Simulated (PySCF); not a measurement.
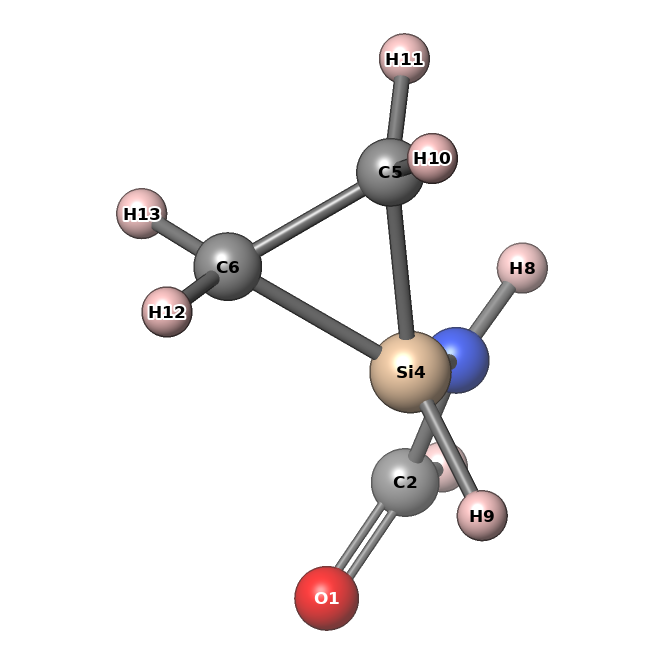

N3 lies behind Si4. The molecule seen a little off the Si4–N3 bond, Si4 in front. Atoms fade into the background with distance from the viewer. The computed structure is the end point of a PBE0-D3(BJ)/def2-SVP optimisation. No frequency run is at hand to confirm it as a minimum.

### What is the torsion angle C5–Si4–N3–C2? The sign is positive where the front bond must turn clockwise to cover the back bond.

−151°, antiperiplanar (anti).
